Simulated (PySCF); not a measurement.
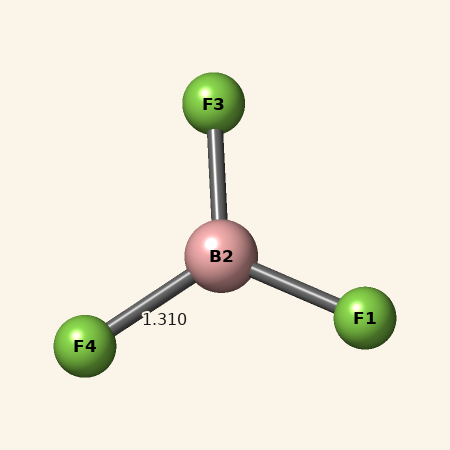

Bond lengths are marked in Å; every bond is drawn as one stick. The computed structure is the end point of a PBE0-D3(BJ)/def2-SVP optimisation. No frequency run is at hand to confirm it as a minimum.

Assign a bond order to each marked bond.

B2–F4 single.

Write the SMILES.

FB(F)F
